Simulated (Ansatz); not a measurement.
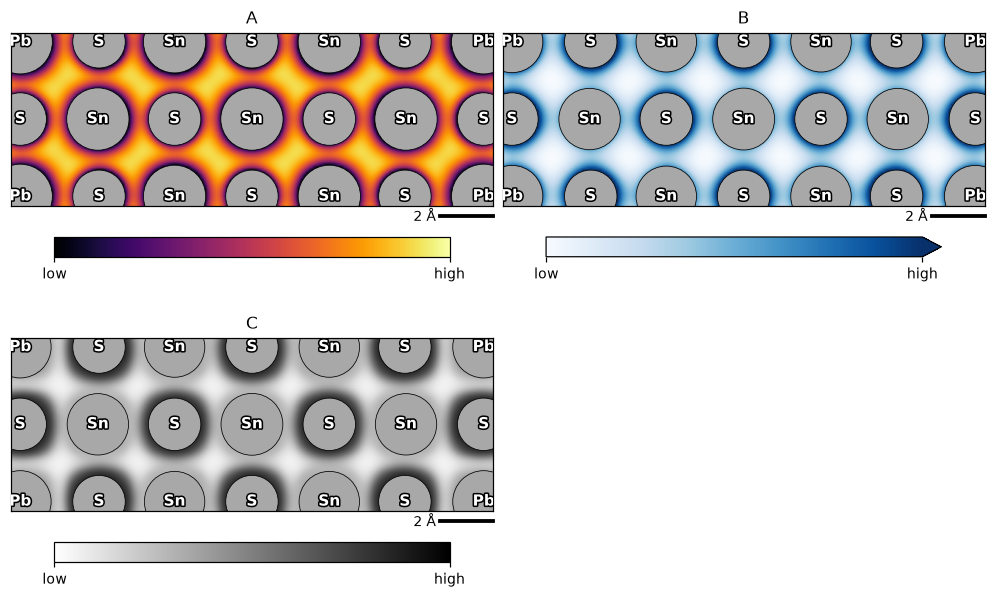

Sn$_{5}$PbS$_{6}$: 3 fields on the (100) plane of the conventional cell, with unlabelled colour scales. Grey discs cover the atomic cores.

Space group Cmmm; a structure generated by program, which may or may not match a known phase.

Theory: Ansatz 0.2.0, DFT PBE, scalar-relativistic, plane waves, PAW.

The panels show electron localisation function, electrostatic potential energy of an electron and valence pseudo-density in some order. Assign them.

Panel A: electrostatic potential energy of an electron (low next to the atoms, rising into the space between them). Panel B: valence pseudo-density. Panel C: electron localisation function. From the grid: Sn–S (2.87 Å): ρ at the midpoint is about 0.25 e/Å³; the ELF peaks at about 0.85 in the valence shell of S, 0.9 Å from its nucleus, and drops to about 0.30 between the two atoms. Pb–S (2.94 Å): ρ is about 0.23 e/Å³ halfway; the ELF peaks at about 0.85 in the valence shell of S, 0.8 Å from its nucleus, and drops to about 0.20 between the two atoms.
